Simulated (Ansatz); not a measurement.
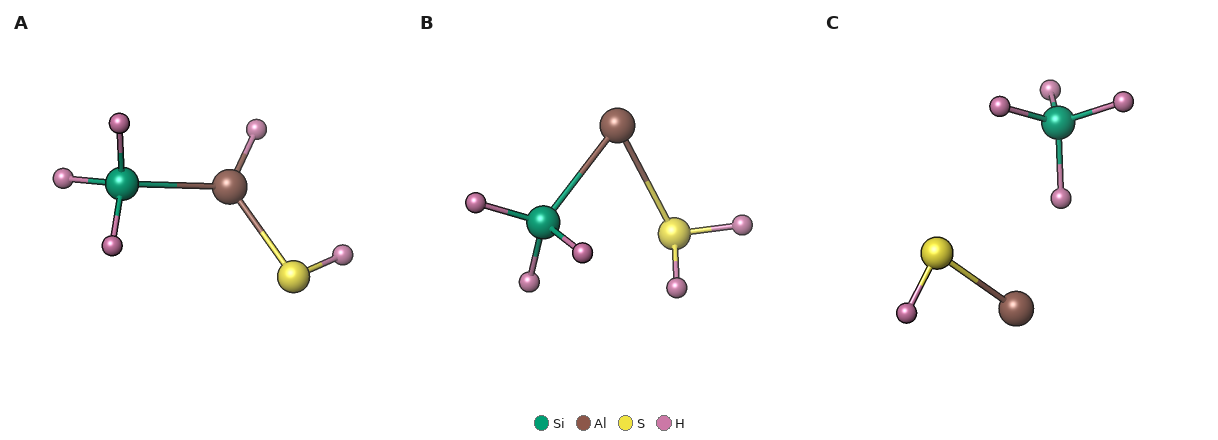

3 stationary structures of one formula. Geometries: PBE0-D4/def2-TZVP. Electronic energies: RHF-CCSD(T) (frozen core)/def2-TZVPP (Ansatz 0.2.0), without zero-point energy. No frequency run is at hand to confirm each as a minimum. Each is one conformer, not always the lowest.

Rank them by energy, lowest first.

Answer. A is lowest (Cs); C lies 79.0 kJ/mol above it, B lies 200.8 kJ/mol above it (C1).
